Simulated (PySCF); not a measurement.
# B2PLYP/6-31G run of AlH3 (SMILES [H][Al]([H])[H])

Aim: the vertical singlet–triplet gap of AlH3 at B2PLYP/6-31G, from 2 runs. The job is set up through a Python script.

The results are computed with PySCF 2.14.0.

8 further runs of the same task are left out: 8 set aside as unsound or not needed.

## Step 1: The structure to begin with

AlH3 has 4 atoms, charge 0, and is taken as a singlet. SMILES: `[H][Al]([H])[H]`. Geometry: a GFN2-xTB relaxation, a rough one for these elements and not checked as a minimum.

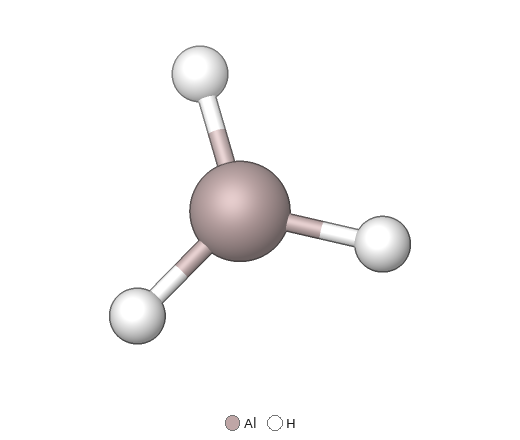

Viewed from a chosen angle; aluminium light grey, hydrogen white.

## Step 2: A single-point energy at B2PLYP/6-31G

run.py

```python
# AlH3
from pyscf import gto, dft, mp

molecule = gto.M(
    atom=[
    ('Al', (-0.000010, -0.000020, 0.000020)),
    ('H', (1.552650, -0.030520, 0.014610)),
    ('H', (-0.749810, 1.359840, -0.019120)),
    ('H', (-0.802830, -1.329300, 0.004480)),
],
    max_memory=1860,
    verbose=3,
    basis='6-31g',
)

myscf = dft.RKS(molecule, xc='0.53*HF + 0.47*B88, 0.73*LYP')
myscf.grids.level = 5
myscf.conv_tol = 1e-10
myscf.kernel()
if not myscf.converged:
    myscf = myscf.newton().run(myscf.mo_coeff, myscf.mo_occ)

pt = mp.MP2(myscf, frozen=5).run()
etot = myscf.e_tot + 0.27 * pt.e_corr
print('PT2 part  %.8f' % (0.27 * pt.e_corr))
print('E(%s) = %.9f' % ('B2PLYP', etot))
```

The run is started by

```
OMP_NUM_THREADS=1 python run.py
```

Standard output:

```text
converged SCF energy = -243.998405785967
E(RMP2) = -244.05146722719  E_corr = -0.0530614412229495
E(SCS-RMP2) = -244.060284953013  E_corr = -0.0618791670459998
PT2 part  -0.01432659
E(B2PLYP) = -244.012732375
```

Run time: 2.1 s. Hardware: 1 thread of Arm Neoverse V1, shared host; peak memory 0.18 GiB.

## Step 3: The triplet, same level

run.py

```python
from pyscf import gto, dft, mp

system = gto.M(
    atom='Al -0.000010 -0.000020 0.000020; H 1.552650 -0.030520 0.014610; H -0.749810 1.359840 -0.019120; H -0.802830 -1.329300 0.004480',
    basis='6-31g',
    spin=2,
    max_memory=1860,
    verbose=3,
)

ks = dft.UKS(system)
ks.xc = '0.53*HF + 0.47*B88, 0.73*LYP'
ks.grids.level = 5
ks.conv_tol = 1e-10
ks.kernel()
if not ks.converged:
    ks = ks.newton().run(ks.mo_coeff, ks.mo_occ)

pt = mp.MP2(ks, frozen=5).run()
e_tot = ks.e_tot + 0.27 * pt.e_corr
print('PT2 part  %.8f' % (0.27 * pt.e_corr))
print('Final energy', e_tot)
```

The run is started by

```
OMP_NUM_THREADS=1 python run.py
```

Standard output:

```text
WARN: HOMO -0.0552245776290707 >= LUMO -0.330882559371081

WARN: HOMO -0.184152089878465 >= LUMO -0.2693566987031

WARN: HOMO -0.172979542261203 >= LUMO -0.229034224906584

WARN: HOMO -0.174186426809992 >= LUMO -0.223988917416794

WARN: HOMO -0.173949835974731 >= LUMO -0.223044065190002

WARN: HOMO -0.174049031214941 >= LUMO -0.222884971997081

WARN: HOMO -0.174029991596733 >= LUMO -0.222871668317232

WARN: HOMO -0.174041440626245 >= LUMO -0.222891855193857

WARN: HOMO -0.17404864934891 >= LUMO -0.222897539704545

WARN: HOMO -0.174047436770657 >= LUMO -0.22289377662891

WARN: HOMO -0.17404857482265 >= LUMO -0.222891107024198

WARN: HOMO -0.174047831248253 >= LUMO -0.222892196277106

WARN: HOMO -0.174047419933419 >= LUMO -0.22289275756542

WARN: HOMO -0.174047594412273 >= LUMO -0.222893357312598

converged SCF energy = -243.808393803353  <S^2> = 2.0318463  2S+1 = 3.0211563
E(UMP2) = -243.859636314309  E_corr = -0.0512425109560138
E(SCS-UMP2) = -243.867470892461  E_corr = -0.0590770891074914
PT2 part  -0.01383548
Final energy -243.8222292813113
```

Wall time 3.9 s (1 thread of Arm Neoverse V1, shared host); peak memory 0.19 GiB.

## Step 4: Summary of results

At B2PLYP/6-31G, 5 core orbitals frozen:

```
                                                         quantity          value
                                            singlet: total energy  -244.01273 Eh
                                singlet: dipole moment (SCF part)         0.00 D
                       singlet: HOMO energy (SCF part's orbitals)       -9.82 eV
                       singlet: LUMO energy (SCF part's orbitals)       -0.83 eV
                     singlet: HOMO–LUMO gap (SCF part's orbitals)        8.99 eV
                                            triplet: total energy  -243.82223 Eh
                                triplet: dipole moment (SCF part)         1.79 D
triplet: HOMO energy (SCF part's orbitals) (highest over α and β)       -4.74 eV
                                                    triplet: ⟨S²⟩          2.032
                 vertical energy of the triplet above the singlet       5.184 eV
```

What this shows: At this shape the triplet lies 5.18 eV (500 kJ/mol) above the singlet. Mulliken charges (singlet) run from -0.22 on H2 to +0.66 on Al1. Mulliken charges (triplet) run from -0.14 on H4 to +0.12 on Al1; they depend strongly on the basis.
